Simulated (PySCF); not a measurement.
```yaml
atoms:
  - { symbol: Si, position_ang: [3.6560, -1.0572, 0.4081] }
  - { symbol: C, position_ang: [2.3469, 0.2851, 0.7734] }
  - { symbol: N, position_ang: [1.0015, -0.2276, 0.9697] }
  - { symbol: Si, position_ang: [-0.1314, -0.4405, -0.3034] }
  - { symbol: C, position_ang: [-0.4352, 1.2722, -1.1446] }
  - { symbol: Si, position_ang: [-2.2214, 1.7574, -0.5980] }
  - { symbol: Si, position_ang: [-2.2808, -0.2779, 0.6094] }
  - { symbol: P, position_ang: [-3.7407, -1.9008, 0.0844] }
  - { symbol: H, position_ang: [3.7217, -1.9619, 1.5594] }
  - { symbol: H, position_ang: [4.9474, -0.4033, 0.1973] }
  - { symbol: H, position_ang: [3.2582, -1.8070, -0.7823] }
  - { symbol: H, position_ang: [2.6315, 0.8576, 1.6642] }
  - { symbol: H, position_ang: [2.3019, 0.9954, -0.0525] }
  - { symbol: H, position_ang: [0.9682, -0.8792, 1.7391] }
  - { symbol: H, position_ang: [0.2754, -1.4305, -1.3264] }
  - { symbol: H, position_ang: [-0.3465, 1.2197, -2.2287] }
  - { symbol: H, position_ang: [0.2923, 2.0190, -0.8321] }
  - { symbol: H, position_ang: [-2.2363, 3.0388, 0.1203] }
  - { symbol: H, position_ang: [-3.0889, 1.9706, -1.7688] }
  - { symbol: H, position_ang: [-2.4868, -0.1953, 2.0734] }
  - { symbol: H, position_ang: [-3.6038, -1.7467, -1.2805] }
  - { symbol: H, position_ang: [-4.8395, -1.0685, 0.1178] }
```

Geometry: GFN2-xTB.

Computed with PBE0/pcSseg-1, SCF density, gas phase, non-relativistic in PySCF.

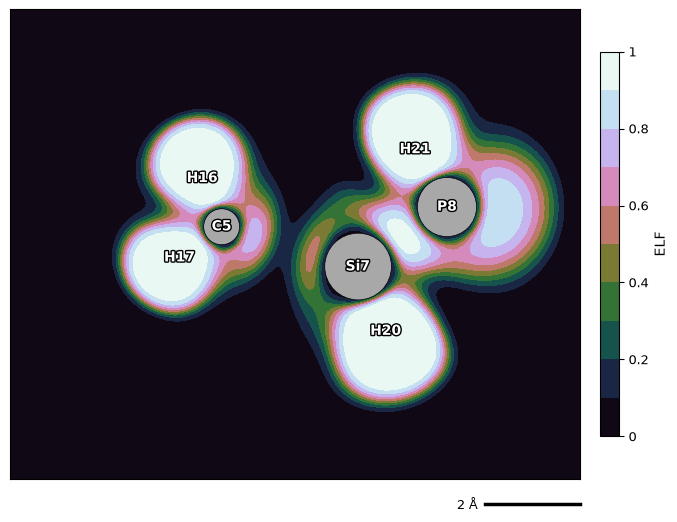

C₂H₁₄NPSi₄. Electron localisation function on the plane of atoms H16, C5 and H17. Grey discs cover the atomic cores.

### Interpret the plot.

The section cuts through C, Si, P and H sites. Si–P (2.25 Å): the ELF peaks at about 0.95 between the atoms (a covalent bond). C–H (1.09 Å): the ELF climbs to about 1 towards the hydrogen, as it does in any bond to H; an ordinary covalent bond to hydrogen. The ELF also peaks beside P8, away from the bonds: lone-pair regions.
